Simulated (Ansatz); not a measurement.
SiH₄···SiH₄

```xyz
10

Si   -0.3548    0.1879   -0.4770
Si   -0.2891   -0.1846    2.9344
H    -0.8486   -0.6571    4.2436
H     0.7723   -1.1393    2.4864
H     0.3078    1.1770    3.1171
H     0.7409    0.8204    0.3228
H    -0.2958    0.7030   -1.8842
H    -0.1665   -1.2975   -0.4848
H    -1.6430    0.4965    0.1659
H    -1.3560   -0.1062    1.9193
```

Not at a stationary point (largest force 0.7 eV/Å).

Computed with Ansatz 0.2.0, RKS PBE0/cc-pVDZ.

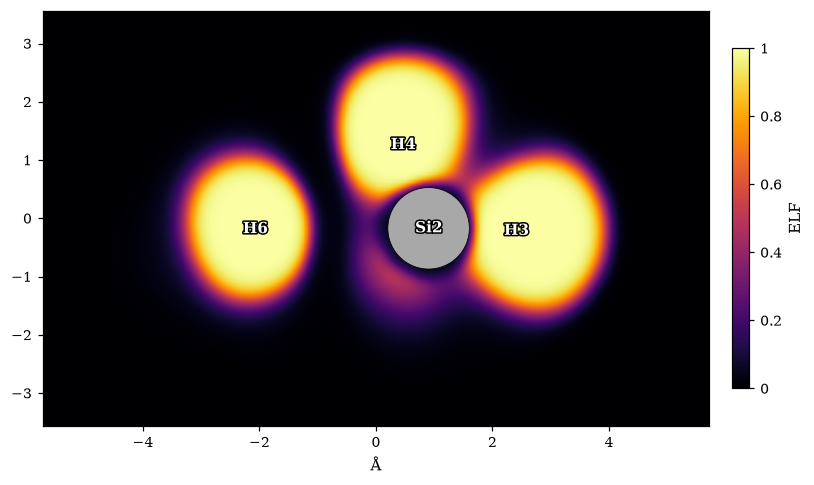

Figure 1. ELF on the plane of atoms H3, Si2 and H4. Grey discs cover the atomic cores.

### Read the bonding off the picture.

- Atoms in the plane: Si and H.
- Si–H (1.50 Å): the ELF climbs to about 1 towards the hydrogen, as it does in any bond to H.

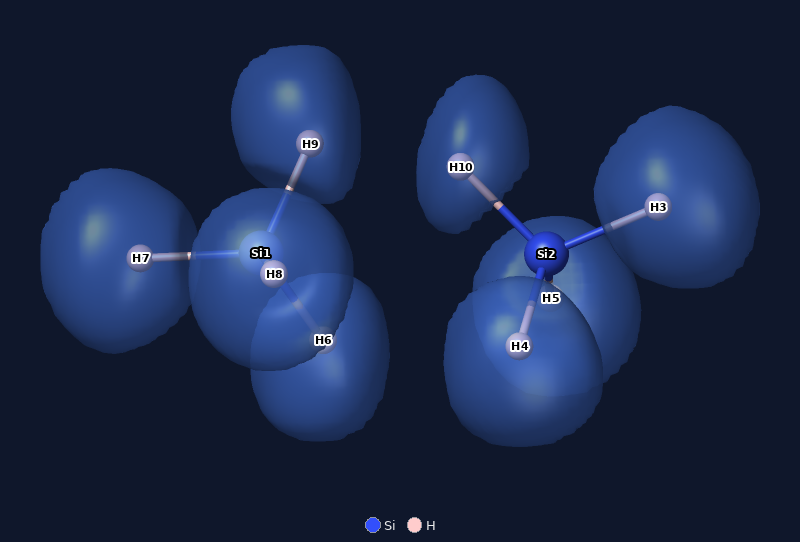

Figure 2. Isosurface of the electron localisation function at 0.9 (blue), seen from one side. Only the valence region is drawn (cores and ρ < 0.01 e/Å³ removed).

### Describe the localisation domains.

The ELF exceeds this value in eight regions around hydrogen nuclei.


Si1···H10 (2.61 Å): the ELF dips to about 0.10 between them. Si–H (1.47 Å): the ELF climbs to about 1 towards the hydrogen.

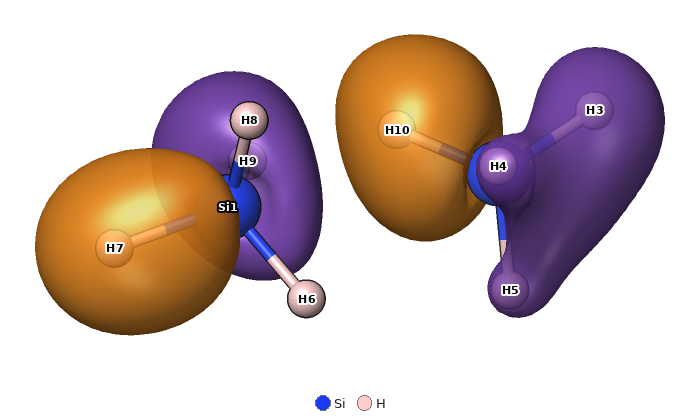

Figure 3. The HOMO at ±0.08 Å⁻³ᐟ² (orange and purple are the two phases), seen at a tilt.

### Describe this orbital and give its energy.

It lies mainly on Si2 (about 25 %), Si1 (about 20 %), H10 (about 15 %), H9 (about 15 %), H7 (about 10 %) and H3 (about 5 %). Its energy is −9.01 eV.
